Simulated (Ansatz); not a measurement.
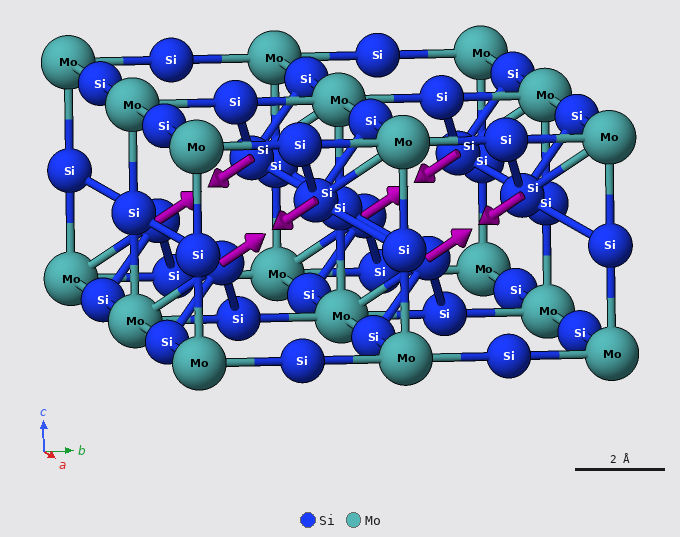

A relaxation of solid Si₅Mo (a generated structure, set up in R-3m) (coarse preliminary run). The starting structure is drawn; purple arrows show the displacements (the part carried along by the change of the cell is left out), 50 times their true length.

The picture is a ball-and-stick view of the cell of the calculation, repeated 2 × 2 × 1 with one cell outlined, seen slightly off an axis.

Computed with Ansatz, DFT PBE, scalar-relativistic, plane waves, PAW. Set-up: plane-wave cutoff 420 eV; k-point mesh 6 × 6 × 6; occupations gaussian; smearing width 0.1 eV; no spin polarisation; cell and atoms relaxed; force threshold 0.04 eV/Å; at most 70 steps.

### Atoms of which element are displaced furthest, and by how much?

Silicon: up to 0.027 Å, against 0.000 Å for molybdenum.

### Describe the change and its energy.

After 2 accepted moves (3 points after the start) the energy has fallen by 0.5 meV per atom. The largest force component goes from 0.083 to 0.012 eV/Å. The pressure goes from −0.19 to −0.08 GPa. The SCF was repeated once at an unchanged geometry on a basis and grid sized afresh for the cell, which shifted the energy by less than 0.05 meV per atom at most. The largest moves relative to the cell, 0.027 Å, are those of Si atoms. Mo stays in place. Cell: a = b = c 4.975 → 4.964 Å (−0.2 %), α 92.6° → 92.9°, β 92.6° → 92.9°, γ 92.6° → 92.9°. Volume −0.7 %. Some distances before and after: Si–Si 2.447 → 2.457 Å, Mo–Si 2.667 → 2.673 Å, Mo–Si 2.487 → 2.482 Å. The space group stays R-3m (No. 166). Cost: 22 s on 1 thread of Intel(R) Xeon(R) Processor @ 2.70GHz, on a shared host, peak memory 0.44 GiB.
